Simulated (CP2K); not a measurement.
**CH5BO2 (SMILES COBO): PBE/TZV2P-MOLOPT-PBE-GTH (core potential)**

What is the energy change on altering one bond length of CH5BO2 at PBE/TZV2P-MOLOPT-PBE-GTH (core potential)? 

The results are computed with CP2K 2026.2.

## Step 1: The molecule

The species is CH5BO2 (9 atoms), meant as a singlet with charge 0. As SMILES, `COBO`. The shape is that of a PBE0-D4/def2-TZVP optimisation. This is one conformer, not always the lowest.

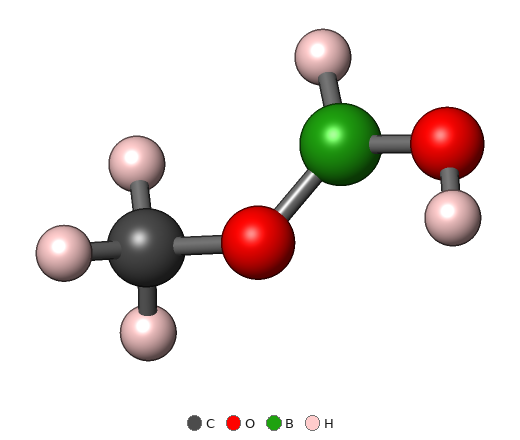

Viewed from a chosen angle; carbon dark grey, oxygen red, boron green, hydrogen pink.

## Step 2: The energy at PBE/TZV2P-MOLOPT-PBE-GTH (core potential)

run.inp

```
&GLOBAL
   PROJECT run
   RUN_TYPE ENERGY
   PRINT_LEVEL MEDIUM
&END GLOBAL

&FORCE_EVAL
   METHOD Quickstep
   &DFT
      BASIS_SET_FILE_NAME BASIS_MOLOPT_UZH
      POTENTIAL_FILE_NAME POTENTIAL_UZH
      &QS
         METHOD GPW
         EPS_DEFAULT 1.0E-10
      &END QS
      &MGRID
         CUTOFF 400
         REL_CUTOFF 50
         NGRIDS 4
      &END MGRID
      &POISSON
         PERIODIC NONE
         POISSON_SOLVER MULTIPOLE
      &END POISSON
      &SCF
         SCF_GUESS ATOMIC
         EPS_SCF 1.0E-06
         MAX_SCF 80
         ADDED_MOS 5
         &DIAGONALIZATION
            ALGORITHM STANDARD
         &END DIAGONALIZATION
         &MIXING
            METHOD PULAY_MIXING
            ALPHA 0.3
            NBUFFER 8
         &END MIXING
      &END SCF
      &XC
         &XC_FUNCTIONAL PBE
         &END XC_FUNCTIONAL
      &END XC
      &PRINT
         &MOMENTS
            PERIODIC F
            REFERENCE COM
            MAX_MOMENT 1
         &END MOMENTS
         &MO ON
            ENERGIES T
            OCCUPATION_NUMBERS T
            NDIGITS 6
            &EACH
               QS_SCF 0
            &END EACH
            ADD_LAST NUMERIC
         &END MO
         &HIRSHFELD OFF
         &END HIRSHFELD
      &END PRINT
   &END DFT
   &SUBSYS
      &CELL
         ABC 8.9 10.2 11.1
         PERIODIC NONE
      &END CELL
      &COORD
         C      0.281800     0.801900    -1.057400
         O     -0.113500     0.454800     0.251000
         B     -0.134900    -0.834100     0.671600
         O     -0.524600    -1.118500     1.938500
         H      0.568100    -0.079800    -1.637600
         H      1.131400     1.486400    -1.006200
         H     -0.544800     1.307500    -1.561700
         H      0.183900    -1.738400    -0.047600
         H     -0.758900    -0.326300     2.432200
      &END COORD
      &TOPOLOGY
         &CENTER_COORDINATES
         &END CENTER_COORDINATES
      &END TOPOLOGY
      &KIND C
         BASIS_SET TZV2P-MOLOPT-PBE-GTH-q4
         POTENTIAL GTH-PBE-q4
      &END KIND
      &KIND O
         BASIS_SET TZV2P-MOLOPT-PBE-GTH-q6
         POTENTIAL GTH-PBE-q6
      &END KIND
      &KIND B
         BASIS_SET TZV2P-MOLOPT-PBE-GTH-q3
         POTENTIAL GTH-PBE-q3
      &END KIND
      &KIND H
         BASIS_SET TZV2P-MOLOPT-PBE-GTH-q1
         POTENTIAL GTH-PBE-q1
      &END KIND
   &END SUBSYS
&END FORCE_EVAL
```

Launch:

```
$ OMP_NUM_THREADS=1 cp2k.psmp -i run.inp -o run.out
```

Log:

```text
CP2K| version string:                                       CP2K version 2026.2
[...]
 GLOBAL| Method name                                                        CP2K
[...]
 GLOBAL| Run type                                                         ENERGY
[...]
 DFT| Spin restricted Kohn-Sham (RKS) calculation                            RKS
 DFT| Multiplicity                                                             1
[...]
 DFT| Charge                                                                   0
[...]
 FUNCTIONAL| PBE:
 QS| Method:                                                                 GPW
[...]
 QS| Density cutoff [a.u.]:                                                200.0
[...]
 QS| Relative density cutoff [a.u.]:                                        25.0
[...]
                             - Atoms:                                          9
[...]
                             - Spherical basis functions:                    186
[...]
 Number of electrons:                                                         24
[...]
     1 NoMix/Diag. 0.30E+00    3.0     1.23811720       -43.1888187492 -4.32E+01
[...]
    22 Pulay/Diag. 0.30E+00    3.8     0.00000057       -43.6122615678 -2.76E-07
  *** SCF run converged in    22 steps ***
[...]
  Overlap energy of the core charge distribution:               0.00000421717914
  Self energy of the core charge distribution:               -109.50096996876529
  Core Hamiltonian energy:                                     32.67475926329924
  Hartree energy:                                              44.89312364439753
  Exchange-correlation energy:                                -11.67917872391076
  Total energy:                                               -43.61226156780015
[...]
                     Mulliken Population Analysis
 #  Atom  Element  Kind  Atomic population                           Net charge
       1     C        1          3.629773                              0.370227
       2     O        2          6.550763                             -0.550763
       3     B        3          2.375901                              0.624099
       4     O        2          6.331862                             -0.331862
       5     H        4          1.073284                             -0.073284
       6     H        4          1.008433                             -0.008433
       7     H        4          1.008441                             -0.008441
       8     H        4          1.072807                             -0.072807
       9     H        4          0.948736                              0.051264
 # Total charge                             24.000000                 -0.000000
[...]
  Dipole moment [Debye]
    X=  0.1686787E+00 Y=  0.1518530E+01 Z= -0.9411599E+00  Total=      1.7944829
 ENERGY| Total FORCE_EVAL ( QS ) energy [hartree]            -43.612261567800147
[...]
```

Run time: 80 s. Hardware: 1 thread of Intel Xeon Platinum 8259CL at 2.50GHz (Skylake/Cascade Lake), shared host; peak memory 1.3 GiB.

## Step 3: The distorted shape, same level

molecule.xyz

```xyz
9

C      0.405793     0.726058    -0.981753
O      0.010493     0.378958     0.326647
B     -0.010907    -0.909942     0.747247
O     -0.400607    -1.194342     2.014147
H      0.692093    -0.155642    -1.561953
H      1.255393     1.410558    -0.930553
H     -0.544800     1.307500    -1.561700
H      0.307893    -1.814242     0.028047
H     -0.634907    -0.402142     2.507847
```

molecule.inp

```
&GLOBAL
  PROJECT_NAME molecule
  RUN_TYPE ENERGY
  PRINT_LEVEL MEDIUM
&END GLOBAL
&FORCE_EVAL
  METHOD Quickstep
  &DFT
    BASIS_SET_FILE_NAME BASIS_MOLOPT_UZH
    POTENTIAL_FILE_NAME POTENTIAL_UZH
    &QS
      METHOD GPW
      EPS_DEFAULT 1.0E-10
    &END QS
    &MGRID
      CUTOFF 400
      REL_CUTOFF 50
      NGRIDS 4
    &END MGRID
    &POISSON
      PERIODIC NONE
      POISSON_SOLVER MULTIPOLE
    &END POISSON
    &SCF
      SCF_GUESS ATOMIC
      EPS_SCF 1.0E-06
      MAX_SCF 50
      &OT
        MINIMIZER DIIS
        PRECONDITIONER FULL_SINGLE_INVERSE
      &END OT
      &OUTER_SCF
        EPS_SCF 1.0E-06
        MAX_SCF 10
      &END OUTER_SCF
    &END SCF
    &XC
      &XC_FUNCTIONAL PBE
      &END XC_FUNCTIONAL
    &END XC
    &PRINT
      &MOMENTS
        PERIODIC F
        REFERENCE COM
        MAX_MOMENT 1
      &END MOMENTS
      &MO_CUBES
        NLUMO 1
        NHOMO -1
        WRITE_CUBE F
      &END MO_CUBES
      &HIRSHFELD OFF
      &END HIRSHFELD
    &END PRINT
  &END DFT
  &SUBSYS
    &CELL
      ABC 8.9 10.2 11.1
      PERIODIC NONE
    &END CELL
    &TOPOLOGY
      COORD_FILE_NAME molecule.xyz
      COORD_FILE_FORMAT XYZ
      &CENTER_COORDINATES
      &END CENTER_COORDINATES
    &END TOPOLOGY
    &KIND C
      BASIS_SET TZV2P-MOLOPT-PBE-GTH-q4
      POTENTIAL GTH-PBE-q4
    &END KIND
    &KIND O
      BASIS_SET TZV2P-MOLOPT-PBE-GTH-q6
      POTENTIAL GTH-PBE-q6
    &END KIND
    &KIND B
      BASIS_SET TZV2P-MOLOPT-PBE-GTH-q3
      POTENTIAL GTH-PBE-q3
    &END KIND
    &KIND H
      BASIS_SET TZV2P-MOLOPT-PBE-GTH-q1
      POTENTIAL GTH-PBE-q1
    &END KIND
  &END SUBSYS
&END FORCE_EVAL
```

Launch:

```
$ OMP_NUM_THREADS=1 cp2k.psmp molecule.inp > molecule.out
```

Log, shortened:

```text
CP2K| version string:                                       CP2K version 2026.2
[...]
 GLOBAL| Method name                                                        CP2K
[...]
 GLOBAL| Run type                                                         ENERGY
[...]
 DFT| Spin restricted Kohn-Sham (RKS) calculation                            RKS
 DFT| Multiplicity                                                             1
[...]
 DFT| Charge                                                                   0
[...]
 FUNCTIONAL| PBE:
 QS| Method:                                                                 GPW
[...]
 QS| Density cutoff [a.u.]:                                                200.0
[...]
 QS| Relative density cutoff [a.u.]:                                        25.0
[...]
                             - Atoms:                                          9
[...]
                             - Spherical basis functions:                    186
[...]
 Number of electrons:                                                         24
[...]
     1 OT DIIS     0.80E-01    3.5     0.10793733       -40.8959438683 -4.09E+01
[...]
    40 OT DIIS     0.80E-01    2.5     0.00000089       -43.6017482494 -3.93E-10
  *** SCF run converged in    40 steps ***
[...]
  Overlap energy of the core charge distribution:               0.00000391800857
  Self energy of the core charge distribution:               -109.50096996876529
  Core Hamiltonian energy:                                     32.52802105404299
  Hartree energy:                                              44.99984517043497
  Exchange-correlation energy:                                -11.62864842308893
  Total energy:                                               -43.60174824936768
[...]
                     Mulliken Population Analysis
 #  Atom  Element  Kind  Atomic population                           Net charge
       1     C        1          3.589807                              0.410193
       2     O        2          6.568166                             -0.568166
       3     B        3          2.384816                              0.615184
       4     O        2          6.331457                             -0.331457
[...]
  Dipole moment [Debye]
    X=  0.2424998E+00 Y=  0.1422076E+01 Z= -0.8155298E+00  Total=      1.6571649
[...]
 HOMO - LUMO gap [eV] :    6.921385
 ENERGY| Total FORCE_EVAL ( QS ) energy [hartree]            -43.601748249367681
[...]
```

It took 2.1 min on 1 thread of Intel Xeon Platinum 8259CL at 2.50GHz (Skylake/Cascade Lake), shared host; peak memory 0.81 GiB.

## Step 4: Results

At PBE/TZV2P-MOLOPT-PBE-GTH (core potential):

| quantity | value |
| --- | --- |
| first shape: total energy | -43.61226 Eh |
| first shape: dipole moment | 1.79 D |
| first shape: HOMO energy | -7.08 eV |
| first shape: LUMO energy | -0.08 eV |
| first shape: HOMO–LUMO gap | 6.99 eV |
| distorted shape: total energy | -43.60175 Eh |
| distorted shape: dipole moment | 1.66 D |
| distorted shape: HOMO energy | -7.05 eV |
| distorted shape: LUMO energy | -0.13 eV |
| distorted shape: HOMO–LUMO gap | 6.92 eV |
| energy change with the C1–H7 bond stretched from 1.092 to 1.256 Å | 0.286 eV |

**Reading.** With the C1–H7 bond stretched from 1.092 to 1.256 Å the energy rises by 0.29 eV (6.6 kcal/mol). The first shape isn't relaxed at this level, so the change isn't measured from a minimum.
